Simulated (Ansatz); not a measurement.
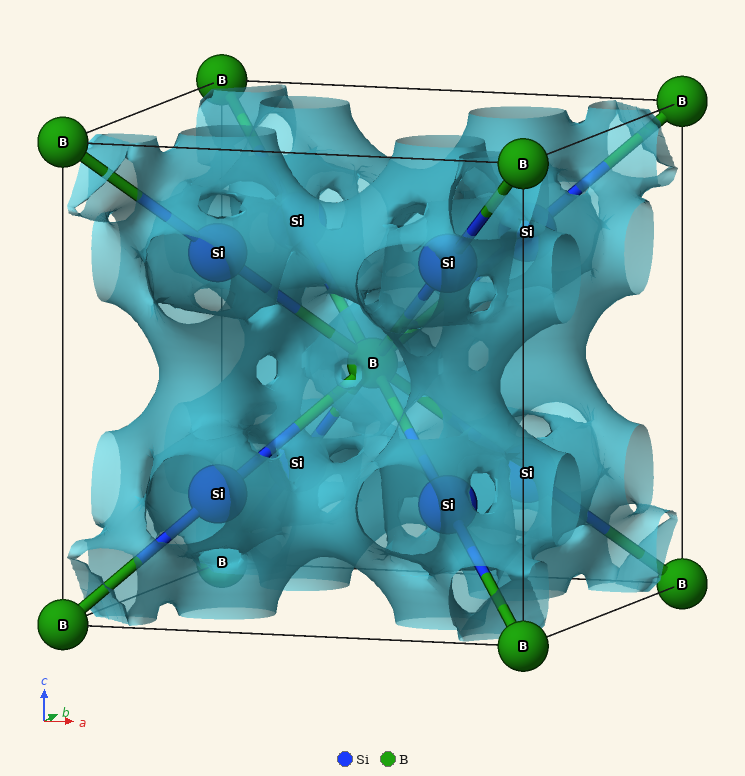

The picture shows: Si4B. Isosurface of the ELF at 0.6 (cyan), seen slightly off an axis. Only the valence region is drawn (cores and ρ < 0.01 e/Å³ removed). Sticks mark near contacts.

Space group Im-3m; a structure generated by program, which may or may not match a known phase; computed without spin polarisation.

Method: Ansatz 0.2.0, DFT PBE, scalar-relativistic, plane waves, PAW.

In a PAW calculation such maps are meaningful between the atoms, not at the nuclei.

```
Si B
1.0
     5.16683    0.00000    0.00000
     0.00000    5.16683    0.00000
     0.00000    0.00000    5.16683
Si B
8 2
Direct
  0.25000 0.25000 0.75000
  0.75000 0.75000 0.25000
  0.25000 0.75000 0.25000
  0.75000 0.25000 0.75000
  0.75000 0.25000 0.25000
  0.25000 0.75000 0.75000
  0.25000 0.25000 0.25000
  0.75000 0.75000 0.75000
  0.00000 0.00000 0.00000
  0.50000 0.50000 0.50000
```

### Where are the electrons localised?

The ELF exceeds this value in one network that runs through the whole crystal, counted in one cell of 10 atoms. Any copies at cell faces, edges or corners count once. Profiles from the grid: Si–B (2.24 Å): the ELF peaks at about 0.70 between the atoms.
